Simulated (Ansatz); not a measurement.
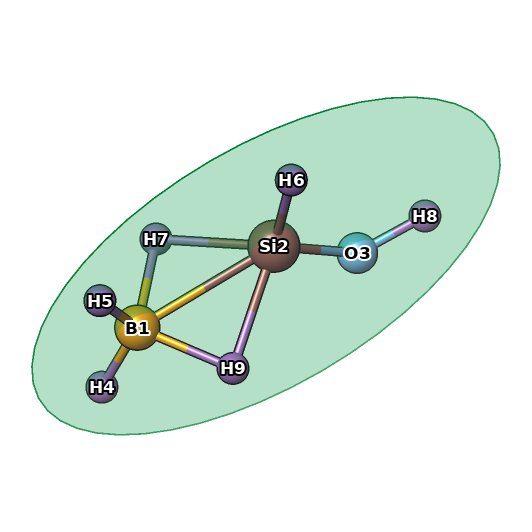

A disc through the centre of mass is drawn in. Distant atoms are faded towards the background colour. Charge +1, singlet. Computed geometry: PBE-D4/def2-SVP optimisation. No frequency run is at hand to confirm it as a minimum.

> Is the plane of the disc a mirror plane of the structure?

Yes. The reflection leaves B1, Si2, O3, H4, H5, H6, H8 in place and moves H7 ↔ H9. The point group is Cs.
